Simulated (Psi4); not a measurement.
# CHFO (formyl fluoride) at DLPNO-MP2/6-31G(d) (density fitting, density fitting for correlation, spherical functions, pno convergence very_tight, sweep point 4)

Aim: the energy change on altering one bond length of CHFO (formyl fluoride) at DLPNO-MP2/6-31G* (density fitting, density fitting for correlation, spherical functions, pno convergence very_tight, sweep point 4), from 2 runs. 

The calculation is run with Psi4 1.11.

## (1) Starting point

The species is CHFO (4 atoms), meant as a singlet with charge 0. SMILES: `O=CF`. The coordinates come from a GFN2-xTB relaxation.

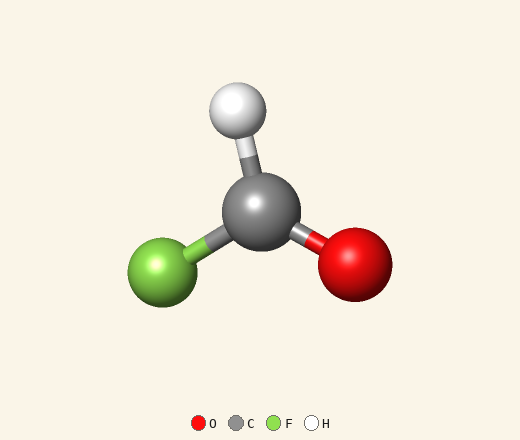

Viewed from a chosen angle; oxygen red, carbon grey, fluorine green, hydrogen white.

## (2) The energy at DLPNO-MP2/6-31G(d) (density fitting, density fitting for correlation, spherical functions, pno convergence very_tight, sweep point 4)

Input file chfo.inp:

```
memory 1600 MB

molecule {
  O     -1.68125154     0.37042411     1.56843489
  C     -0.09399498     0.13859251     0.04333142
  F      1.10429926    -2.06142664    -0.34270183
  H      0.67094726     1.55242891    -1.26906448
  units bohr
  symmetry c1
}

set {
  basis           6-31G*
  reference       rhf
  puream          true
  scf_type        df
  num_frozen_docc 3
  pno_convergence very_tight
}

energy('dlpno-mp2')
print_variables()
```

The run is started by

```
$ psi4 -i chfo.inp -o chfo.out -n 1
```

chfo.out, cut to the lines that bear on the results:

```text
[...]
  Running in c1 symmetry.
[...]
  Nuclear repulsion =   67.642179686681800
[...]
  Multiplicity = 1
[...]
  Nalpha       = 12
  Nbeta        = 12
[...]
    Number of basis functions: 44
[...]
   @DF-RHF iter   1:  -212.65185817912888   -5.94848e-01   1.09173e-02 DIIS/ADIIS
[...]
    Orbital Energies [Eh]
    ---------------------
    Doubly Occupied:
       1A    -26.336275     2A    -20.606070     3A    -11.437241
       4A     -1.661870     5A     -1.449833     6A     -0.905871
       7A     -0.787582     8A     -0.722603     9A     -0.721627
      10A     -0.631790    11A     -0.553101    12A     -0.506743
[...]
  @DF-RHF Final Energy:  -212.74458154166223
   => Energetics <=
    Nuclear Repulsion Energy =             67.6421796866817999
    One-Electron Energy =                -428.1323068993459628
    Two-Electron Energy =                 147.7455456710019348
    Total Energy =                       -212.7445815416622281
[...]
 Multipole Moments:
 ------------------------------------------------------------------------------------
     Multipole            Electronic (a.u.)      Nuclear  (a.u.)        Total (a.u.)
 ------------------------------------------------------------------------------------
 L = 1.  Multiply by 2.5417464519 to convert [e a0] to [Debye]
 Dipole X            :          0.7055093           -0.2227700            0.4827393
 Dipole Y            :         -1.3166374            1.7997926            0.4831552
 Dipole Z            :         -0.2188671           -0.4542896           -0.6731567
 Magnitude           :                                                    0.9589662
[...]
  @LMP2 iter   6:  -0.466671303329 -9.458e-09  3.984e-07
[...]
```

Run time: 1.8 s. Hardware: 1 thread of Intel Xeon Platinum 8488C (Sapphire Rapids), shared host; peak memory 0.2 GiB.

## (3) The distorted shape, same level

Input file input.inp:

```
memory 1.6 GB

molecule mol {
  0 1
  O     -2.95107002     0.55589129     2.78853089
  C     -0.09399498     0.13859251     0.04333142
  F      1.10429926    -2.06142664    -0.34270183
  H      0.67094726     1.55242891    -1.26906448
  units bohr
  symmetry c1
}

set {
  puream true
  scf_type df
  num_frozen_docc 3
  pno_convergence very_tight
}

energy_value, wavefunction = energy('dlpno-mp2/6-31G*', return_wfn=True)
```

The run is started by

```
$ psi4 -i input.inp -o input.out -n 1
```

input.out, cut to the lines that bear on the results:

```text
[...]
  Running in c1 symmetry.
[...]
  Nuclear repulsion =   52.600456395376135
[...]
  Multiplicity = 1
[...]
  Nalpha       = 12
  Nbeta        = 12
[...]
    Number of basis functions: 44
[...]
   @DF-RHF iter   1:  -211.80643108518171   -8.28352e-01   2.05375e-02 ADIIS/DIIS
[...]
    Orbital Energies [Eh]
    ---------------------
    Doubly Occupied:
       1A    -26.390886     2A    -20.610478     3A    -11.446309
       4A     -1.695116     5A     -1.173265     6A     -0.959880
       7A     -0.786540     8A     -0.733220     9A     -0.713994
      10A     -0.480385    11A     -0.479458    12A     -0.459916
[...]
  @DF-RHF Final Energy:  -212.45115308780507
   => Energetics <=
    Nuclear Repulsion Energy =             52.6004563953761348
    One-Electron Energy =                -398.2443211903124052
    Two-Electron Energy =                 133.1927117071312239
    Total Energy =                       -212.4511530878050678
[...]
 Multipole Moments:
 ------------------------------------------------------------------------------------
     Multipole            Electronic (a.u.)      Nuclear  (a.u.)        Total (a.u.)
 ------------------------------------------------------------------------------------
 L = 1.  Multiply by 2.5417464519 to convert [e a0] to [Debye]
 Dipole X            :          1.1237772           -0.2262406            0.8975366
 Dipole Y            :         -1.4772257            1.8002995            0.3230738
 Dipole Z            :         -0.5832979           -0.4509549           -1.0342528
 Magnitude           :                                                    1.4069924
[...]
  @LMP2 iter   6:  -0.418957644497 -6.134e-09  2.550e-07
[...]
```

It took 1.8 s on 1 thread of Intel Xeon Platinum 8488C (Sapphire Rapids), shared host; peak memory 0.2 GiB.

## (4) Outcome

At DLPNO-MP2/6-31G* (density fitting, density fitting for correlation, spherical functions, pno convergence very_tight, sweep point 4), 3 core orbitals frozen:

| quantity | value |
| --- | --- |
| first shape: total energy | -213.21125 Eh |
| first shape: HOMO energy (Hartree–Fock orbitals) | -13.79 eV |
| first shape: LUMO energy (Hartree–Fock orbitals) | 4.21 eV |
| first shape: HOMO–LUMO gap (Hartree–Fock orbitals) | 18.00 eV |
| first shape: correlation energy (3 core orbitals frozen) | -466.7 mEh |
| distorted shape: total energy | -212.87011 Eh |
| distorted shape: HOMO energy (Hartree–Fock orbitals) | -12.51 eV |
| distorted shape: LUMO energy (Hartree–Fock orbitals) | 1.14 eV |
| distorted shape: HOMO–LUMO gap (Hartree–Fock orbitals) | 13.65 eV |
| distorted shape: correlation energy (3 core orbitals frozen) | -419.0 mEh |
| energy change with the O1–C2 bond stretched from 1.171 to 2.108 Å | 9.283 eV |

With the O1–C2 bond stretched from 1.171 to 2.108 Å the energy rises by 9.28 eV (896 kJ/mol). The first shape isn't relaxed at this level, so the change isn't measured from a minimum. A restricted reference can't describe the breaking bond well at this length.
